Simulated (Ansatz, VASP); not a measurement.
**Cross-check of Cd2TeO between VASP and Ansatz**

One calculation is typed for both programs; each brings its own data sets. How far apart do they land? The cell is invented: As first built, before any earlier steps moved the atoms (in the runner's words): it takes the CdTe structure with some of its atoms replaced by other elements, volume scaled by an estimate. It may not be a known or stable phase. The cell is taken from a series of VASP runs on this material, whose earlier steps may have relaxed, scaled or displaced it; both programs get it as it stands. Valence electrons are named where the data sets of a main pair hold unlike numbers.

Main program and level: Ansatz 0.2.0; plane waves, with VASP 6.6.1 beside it; band structure at HSE06.

**1. The starting structure**

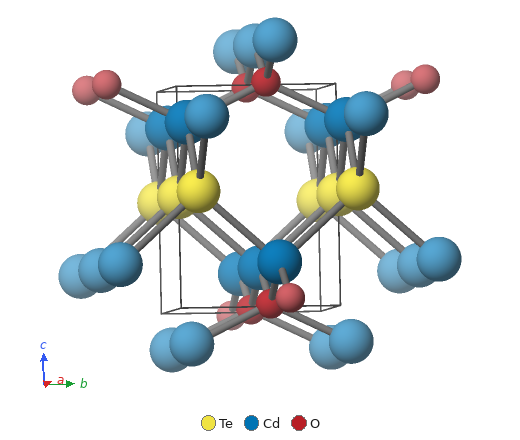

The cell as given, slightly off an axis (tellurium yellow, cadmium blue, oxygen red). 2×1×1 cells are drawn. Some periodic images of atoms are drawn too.

Coordinates:

```cif
data_structure
_symmetry_space_group_name_H-M 'P-4m2'
_symmetry_Int_Tables_number 115
_cell_length_a 4.2551
_cell_length_b 4.2551
_cell_length_c 5.8821
_cell_angle_alpha 90.000
_cell_angle_beta 90.000
_cell_angle_gamma 90.000
_cell_volume 106.50
loop_
_atom_site_label
_atom_site_type_symbol
_atom_site_symmetry_multiplicity
_atom_site_Wyckoff_symbol
_atom_site_fract_x
_atom_site_fract_y
_atom_site_fract_z
_atom_site_occupancy
Te1 Te 1 d 0.00000 0.00000 0.50000 1
Cd1 Cd 2 g 0.00000 0.50000 0.17554 1
O1 O 1 b 0.50000 0.50000 0.00000 1
```

**2. Ansatz: band structure, HSE06**

Ansatz runs on its default PAW (the set named soft_2) files.

A single point gives forces, pressure and levels at one fixed geometry, so differences don't come from the geometry; what else differs is listed under the comparison.

Input file input.yaml:

```yaml
crystal:
  lattice:
    - [4.2550536862, 0.0, 0.0]
    - [0.0, 4.2550536862, 0.0]
    - [0.0, 0.0, 5.8821187959]
  atoms:
    - { symbol: Te, position: [0.0, 0.0, 0.5] }
    - { symbol: Cd, position: [0.0, 0.5, 0.1755364129] }
    - { symbol: Cd, position: [0.5, 0.0, 0.8244635871] }
    - { symbol: O, position: [0.5, 0.5, 0.0] }
hamiltonian:
  xc: { exchange: pbe, correlation: pbe, exx: { coeff: 0.25, omega: 0.2 } }
  pseudopotentials: { kind: paw }
kpoints:
  mp_grid: { grid: [3, 3, 3] }
  band_path:
    path:
      - [0.0, 0.0, 0.0]
      - [0.0, 0.4, 0.0]
      - [0.3, 0.5, 0.0]
      - [0.3, 0.3, 0.0]
      - [0.0, 0.0, 0.1]
      - [0.0, 0.0, 0.5]
      - [0.0, 0.4, 0.5]
      - [0.3, 0.5, 0.5]
      - [0.3, 0.3, 0.5]
      - [0.0, 0.5, 0.1]
      - [0.5, 0.5, 0.0]
      - [0.5, 0.5, 0.5]
    npoints: 1
scf:
  occupations: { method: fermi_dirac, width: 0.05 }
  n_extra_bands: 8
output:
  forces: true
  stress: true
  eigenvalues: true
  write_density: true
  write_potential: true
  elf: true
  volumetric_format: npy
```

The run is started by

```sh
ansatz run input.yaml --threads 4 --pin off --max-ram 9216MiB --backend cpu --events-out ev --progress --plain --runs-dir out
```

Numbers of over 12 decimals in the logs are rounded to 6 here.

Output:

```text
Warning: output.stress: scf.convergence.dr2_threshold = 1e-7 eV (the SCF's general default) is looser than the 4e-10 eV advised for a printed stress (1e-10 eV for each atom of the cell: 4). What an SCF threshold leaves in a stress goes as its square root, and in the free energy as the threshold itself, and one threshold admits the most on a small cell: [figures from the program's tests cut] Set scf.convergence.dr2_threshold to 4e-10 eV or tighter. The threshold is an SCF's pass mark: one that does not reach it within its budget of iterations ends unconverged, or closes short of it on a stop that the run arms, and scf.convergence.dr2_threshold's page says what that costs each kind of run
Warning: output.stress: scf.exx.energy_threshold = 1e-6 eV is looser than the 4e-8 eV advised for a stress under a hybrid functional (1e-8 eV for each atom of the cell: 4). Every SCF of the exchange loop can meet its threshold on dr2 while the loop round them stops early: no threshold on dr2 bounds what that leaves in the stress. Set scf.exx.energy_threshold to 4e-8 eV or tighter. The threshold is the loop's pass mark: a loop that does not reach it within its budget of cycles ends unconverged, and scf.exx.energy_threshold's page has the law
scf.n_extra_bands = 8 over 31 filled bands (N_el = 62.0): the run solves 39 bands
Engine: ansatz 0.2.0, aarch64-unknown-linux-gnu
Pseudopotentials: kind: paw
Pseudopotential: Te, paw, valence charge 16, recommended cutoff 420 eV (normal), Te.paw.azcp
Pseudopotential: Cd, paw, valence charge 20, recommended cutoff 420 eV (normal), Cd.paw.azcp
Pseudopotential: O, paw, valence charge 6, recommended cutoff 420 eV (normal), O.paw.azcp
Functional definition: unnamed
  parameter a_1 = 0.25
  parameter omega_1 = 0.2/angstrom
  exchange = pbe_x + (-a_1)*pbe_x_sr(omega_1) + a_1*exact_x_sr(omega_1)
  correlation = pbe_c
Crystal: 4 atoms, lattice volume = 106.499 Å³
Basis set: ecut = 420 eV, 2075 PW (Γ), exchange–correlation on 60×60×80 points (8 copies of the dense FFT grid, shifted against one another)
Bands: 39, of which v1, the nominal top of the filled ones, is band 31 counted from 1 (30 counted from 0)
Symmetry: 8 space group operations
Space group: P-4m2 (ITA 115), of the structure as read, at distance tolerance 4.7e-5 Å
k-points: 6 of 27 (time reversal used)
Non-local potential: Te, projectors of the file, l = 0: 2, l = 1: 2, l = 2: 2, l = 3: 2
Non-local potential: Cd, projectors of the file, l = 0: 3, l = 1: 2, l = 2: 2, l = 3: 1
Non-local potential: O, projectors of the file, l = 0: 2, l = 1: 2, l = 2: 1
PAW form: soft (Blöchl's): semilocal exchange-correlation on the pseudo side does not see the compensation charge
PAW frozen core: Te, regenerated for the run's functional, and the local potential with it (the file was generated under x = pbe(κ = 0.804, μ = 0.219515), c = pbe(β = 0.066725))
PAW frozen core: Cd, regenerated for the run's functional, and the local potential with it (the file was generated under x = pbe(κ = 0.804, μ = 0.219515), c = pbe(β = 0.066725))
PAW frozen core: O, regenerated for the run's functional, and the local potential with it (the file was generated under x = pbe(κ = 0.804, μ = 0.219515), c = pbe(β = 0.066725))
PAW one-centre angular grid: Te, 590 points (default); XC on 64 Gauss nodes
PAW one-centre angular grid: Cd, 590 points (default); XC on 64 Gauss nodes
PAW one-centre angular grid: O, 110 points (default); XC on 96 Gauss nodes
Initial density: superposition of atomic densities (neutral atoms: chi_scale 0, normalization atom), corrected by the library's trained network
Initial wavefunctions: pseudopotential atomic-orbital guess
Functional: x = pbe(κ = 0.804, μ = 0.219515), c = pbe(β = 0.066725), warm-up for x = pbe(κ = 0.804, μ = 0.219515) + 0.25 (exact − pbe) at short range (hse, ω = 0.2 Å⁻¹), c = pbe(β = 0.066725)
SCF iter   1: F=—  HF=-24055.904481 eV  |F-HF|=—  |Δ(HF+E_count)|=         —  Δρ=2.36e-3  dr2=1.01e-2  ethr=1.77e-3  ⟨swp⟩=10.0  Hψ=1013  notcnv=0
preconditioner: auto → none  [insulator: Δε(μ)=1.211 eV  Ē_g=12.080 eV  σ=0.050 eV  W_gap=0.92  n_scr=28 (ndim 8)  ℏωp=21.6 eV  f_vac=0.147  D(μ)=1.38/eV (n_scr^D=6)]
SCF iter   2: F=—  HF=-24055.904458 eV  |F-HF|=—  |Δ(HF+E_count)|=   2.28e-5  Δρ=2.57e-3  dr2=9.41e-3  ethr=1.63e-5  ⟨swp⟩=4.8  Hψ=655  notcnv=0
SCF iter   3: F=—  HF=-24055.903053 eV  |F-HF|=—  |Δ(HF+E_count)|=   1.41e-3  Δρ=1.23e-3  dr2=1.72e-3  ethr=1.52e-5  ⟨swp⟩=3.2  Hψ=483  notcnv=0
iter 4 solved again at ethr=1.61e-7 eV; its pass at ethr=2.77e-6 eV (dr2=9.98e-5 eV) is discarded
SCF iter   4: F=—  HF=-24055.902866 eV  |F-HF|=—  |Δ(HF+E_count)|=   1.87e-4  Δρ=3.34e-4  dr2=1.02e-4  ethr=1.61e-7  ⟨swp⟩=2.7  Hψ=868  notcnv=0
SCF iter   5: F=—  HF=-24055.902906 eV  |F-HF|=—  |Δ(HF+E_count)|=   4.02e-5  Δρ=9.32e-5  dr2=6.37e-6  ethr=1.61e-7  ⟨swp⟩=3.0  Hψ=456  notcnv=0
SCF iter   6: F=—  HF=-24055.902917 eV  |F-HF|=—  |Δ(HF+E_count)|=   1.11e-5  Δρ=1.34e-5  dr2=1.27e-7  ethr=1.03e-8  ⟨swp⟩=3.0  Hψ=530  notcnv=0
SCF iter   7: F=—  HF=-24055.902917 eV  |F-HF|=—  |Δ(HF+E_count)|=   3.06e-7  Δρ=4.64e-6  dr2=1.92e-8  ethr=2.05e-10  ⟨swp⟩=4.0  Hψ=601  notcnv=0
SCF iter   8: F=—  HF=-24055.902917 eV  |F-HF|=—  |Δ(HF+E_count)|=   6.67e-9  Δρ=1.54e-6  dr2=1.85e-9  ethr=3.09e-11  ⟨swp⟩=4.0  Hψ=583  notcnv=0
[...]
Functional: x = pbe(κ = 0.804, μ = 0.219515) + 0.25 (exact − pbe) at short range (hse, ω = 0.2 Å⁻¹), c = pbe(β = 0.066725)
Exchange kernel: α = 0.2500, screened, ω = 0.2000 Å⁻¹, Wigner–Seitz truncation, v(0) = 1083.8599 eV·Å³, q-mesh 3×3×3, nearest image of the exchange supercell L = 12.77 Å, pair-density grid 24×24×30, without the augmentation charges, whose exchange is taken in its separable form by FFT convolution over the k-point mesh (sized by the pseudopotential files, 30×30×40 at the most), smooth part of the exact exchange by density-matrix convolution
Frozen-core exchange: fock
[...]
preconditioner: auto → none  [insulator: Δε(μ)=1.813 eV  Ē_g=14.185 eV  σ=0.050 eV  W_gap=0.91  n_scr=28 (ndim 8)  ℏωp=21.6 eV  f_vac=0.150  D(μ)=1.36/eV (n_scr^D=6)]
[...]
SCF iter   3: F=—  HF=-24067.384520 eV  |F-HF|=—  |Δ(HF+E_count)|=   1.40e-2  Δρ=2.47e-3  dr2=1.04e-2  ethr=1.18e-4  ⟨swp⟩=3.3  Hψ=534  notcnv=0
SCF iter   4: F=—  HF=-24067.403805 eV  |F-HF|=—  |Δ(HF+E_count)|=   1.93e-2  Δρ=1.85e-3  dr2=4.54e-3  ethr=1.11e-5  ⟨swp⟩=3.3  Hψ=596  notcnv=0
SCF iter   5: F=—  HF=-24067.402827 eV  |F-HF|=—  |Δ(HF+E_count)|=   9.78e-4  Δρ=4.88e-4  dr2=2.44e-4  ethr=6.75e-6  ⟨swp⟩=2.8  Hψ=432  notcnv=0
SCF iter   6: F=—  HF=-24067.403211 eV  |F-HF|=—  |Δ(HF+E_count)|=   3.84e-4  Δρ=3.25e-4  dr2=1.22e-4  ethr=3.08e-7  ⟨swp⟩=3.7  Hψ=508  notcnv=0
SCF iter   7: F=-24067.403186 eV  HF=-24067.403187 eV  |F-HF|=1.01e-6  |Δ(HF+E_count)|=   2.43e-5  Δρ=4.26e-5  dr2=3.64e-6  ethr=1.86e-7  ⟨swp⟩=3.0  Hψ=449  notcnv=0
SCF 2 stopped early in 7 iterations: F = -24067.403186 eV  dr2 = 3.64e-6
  Residual-converged pass: ⟨swp⟩=4.0  Hψ=717  notcnv=0  max |occ|·‖R‖ = 4.9e-6 eV (tolerance 6.7e-6 eV)  dr2=3.56e-6  dr2_onsite=9.29e-8  max |Δocc| = 3.2e-9
  greatest PAW one-centre occupation: 1.001 electrons in one spin orbital (limit 2), on the Cd atom at site 2 (counted from 0), in its partial waves of l = 1
hybrid outer 1: dexx = +2.303e-2 eV, tail = 1.13e-4 eV
Exchange kernel: α = 0.2500, screened, ω = 0.2000 Å⁻¹, Wigner–Seitz truncation, v(0) = 1083.8599 eV·Å³, q-mesh 3×3×3, nearest image of the exchange supercell L = 12.77 Å, pair-density grid 24×24×30, without the augmentation charges, whose exchange is taken in its separable form by FFT convolution over the k-point mesh (sized by the pseudopotential files, 30×30×40 at the most), smooth part of the exact exchange by density-matrix convolution
Frozen-core exchange: fock
SCF iter   1: F=—  HF=-24067.403292 eV  |F-HF|=—  |Δ(HF+E_count)|=         —  Δρ=1.13e-4  dr2=1.61e-5  ethr=9.13e-7  ⟨swp⟩=5.3  Hψ=545  notcnv=0
preconditioner: auto → none  [insulator: Δε(μ)=1.874 eV  Ē_g=14.113 eV  σ=0.050 eV  W_gap=0.91  n_scr=28 (ndim 8)  ℏωp=21.6 eV  f_vac=0.158  D(μ)=1.37/eV (n_scr^D=6)]
SCF iter   2: F=—  HF=-24067.403290 eV  |F-HF|=—  |Δ(HF+E_count)|=   2.44e-6  Δρ=2.17e-5  dr2=3.71e-7  ethr=2.19e-8  ⟨swp⟩=3.0  Hψ=485  notcnv=0
SCF iter   3: F=—  HF=-24067.403290 eV  |F-HF|=—  |Δ(HF+E_count)|=   3.38e-7  Δρ=9.35e-6  dr2=2.79e-8  ethr=4.76e-10  ⟨swp⟩=4.2  Hψ=676  notcnv=0  defer=1
SCF iter   4: F=—  HF=-24067.403290 eV  |F-HF|=—  |Δ(HF+E_count)|=   2.36e-9  Δρ=3.39e-6  dr2=6.02e-9  ethr=4.37e-11  ⟨swp⟩=4.3  Hψ=505  notcnv=0  defer=4
SCF iter   5: F=-24067.403290 eV  HF=-24067.403290 eV  |F-HF|=1.13e-10  |Δ(HF+E_count)|=   2.19e-9  Δρ=6.73e-7  dr2=2.78e-10  ethr=9.32e-12  ⟨swp⟩=3.2  Hψ=550  notcnv=0  defer=1
SCF 3 converged in 5 iterations: F = -24067.403290 eV  dr2 = 2.78e-10
  Residual-converged pass: ⟨swp⟩=3.2  Hψ=555  notcnv=0  max |occ|·‖R‖ = 2.7e-7 eV (tolerance 2.7e-7 eV)  dr2=2.74e-10  dr2_onsite=1.01e-10  max |Δocc| = 3.3e-13
  greatest PAW one-centre occupation: 1.001 electrons in one spin orbital (limit 2), on the Cd atom at site 1 (counted from 0), in its partial waves of l = 1
hybrid outer 2: dexx = +6.483e-7 eV, tail = 4.82e-8 eV, Δε = 4.34e-3 eV (about 1.37e-4 eV left of the loop's levels), ΔF = 4.46e-3 eV/Å (tail 8.95e-4)
NSCF: frozen V_eff on 12 k-points
hybrid SCF converged: 2 outer / 12 inner (+9 warm-up), last move |dexx| = 6.48e-7 eV, tail = 4.82e-8 eV
Stability not checked: this state was not tested for a lower state beside it, because the functional holds exact exchange (a hybrid, or Hartree-Fock), whose exchange loop this test does not read (fock_operator; see scf.lower_state_search)
Free energy (F): -24067.403290 eV
Frozen-core exchange: fock
Harris-Foulkes:  -24067.403290 eV  (|F-HF|=1.13e-10)
Internal energy: -24067.390040 eV  (E = F + TS)
E sigma→0 (E₀):  -24067.396665 eV
Entropy (-TS):   -0.013250 eV (-3.313 meV/atom)
Fermi energy:    7.062974 eV
--- Per-component energies (eV) ---
  E_band       = -1452.130836
  E_kinetic    = 1361.873590
  E_local      = -9339.786896  (includes V_loc(G=0)·N_el)
  E_nonlocal   = -194.349101
  E_hartree    = 4513.859171
  E_xc         = -438.341859
  E_vxc        = -505.646116  (∫ρ·V_xc dr)
  E_exx        = -241.196828  (= α·E_x^exact, valence–valence)
  E_paw        = -12871.448140  (= ΣΔE_a)
  E_vpaw       = -1319.552554  (= ΣTr[D̂ρ^β])
  E_aug_tail   = 0.002147  (compensation charges beyond the density's cutoff)
  E_ewald      = -6856.590878
  E_core_change = -1.411246  (= ΣΔE_core)
  E_smearing   = -0.013250  (= −TS)
  E_closure    = -0.000001  (closes the sum)
  Σ components = -24067.403290   (vs F -24067.403290, Δ=3.64e-12)
--- Forces (eV/Å), atoms counted from 1 ---
  atom   1  Te     0.00000000     0.00000000     0.00000000
  atom   2  Cd     0.00000000     0.00000000    -0.12769260
  atom   3  Cd     0.00000000     0.00000000     0.12769260
  atom   4  O      0.00000000     0.00000000     0.00000000
  max |Σ_I F_I| component: 1.13e-17 eV/Å
--- Stress (GPa, compression-positive) ---
       -4.535551       0.000000       0.000000
        0.000000      -4.535551       0.000000
        0.000000       0.000000      -4.341179
  P = ⅓ Tr σ = -4.4708 GPa (-44.708 kbar)
--- Band table (eV; the first three rows and the last of 6) ---
  k-point 0: bands = [... 27 lower, 4.2081, 5.9965, 6.5638, 6.8728, 6.8728, 11.6164, 11.6885, 14.7949, ... 4 higher]
  k-point 1: bands = [... 27 lower, 4.3322, 4.7806, 6.7542, 6.7542, 8.8203, 11.3890, 12.0190, 13.3948, ... 4 higher]
  k-point 2: bands = [... 27 lower, 4.4567, 4.4853, 5.3157, 6.9295, 8.8169, 11.4505, 12.3264, 12.8315, ... 4 higher]
  k-point 5: bands = [... 27 lower, 3.9041, 4.8135, 5.1978, 5.3435, 10.3776, 11.1834, 11.7578, 12.7930, ... 4 higher]
```

Run time: 48 s. Hardware: 4 threads of Arm Neoverse V2, shared host; peak memory 1.1 GiB; 2.8 min of CPU time.

Reading the cycles: dr2 is the Hartree energy of the density residual (eV), the measure of convergence; HF is the Harris–Foulkes estimate of the energy, which meets the free energy F at convergence.

[end of part 1 of 2]

[Lines on the potential files, build, host, timing and source positions are cut from VASP's logs without a mark.]

[Logs are printed without paths, hosts, clocks, repeated set-up lines and the standing remarks that a program may print on its own settings, such as how far it seeks lower states.]

[Hosts, paths, dates, database ids (printed as entryN), source tags and the programs' standing remarks are cut or masked in the printed files.]
